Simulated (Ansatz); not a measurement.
The starting structures come from a database of crystals and need not be the phases stable at ambient conditions.

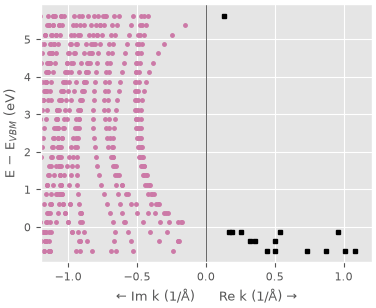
Figure: Complex bands at the centre of the two-dimensional zone; PBEsol in Ansatz (a quantum-chemistry and plane-wave program)

The gap is the functional's own, uncorrected, and κ follows it; spin-orbit coupling is left out. Mid-gap values are interpolated between the computed energies.

### Question
This is AlPO4 (P6_3mc, not sure to be the ambient phase, 12 atoms a cell, 17.4 Å³ an atom, 3 GPa at this level) along the normal of (110). Read off the slowest decay at the centre of the two-dimensional zone at 2.88 eV, the computed energy nearest the middle of the gap.

### Answer
κ ≈ 0.47 1/Å, a decay length 1/(2κ) of the density of 1.1 Å.
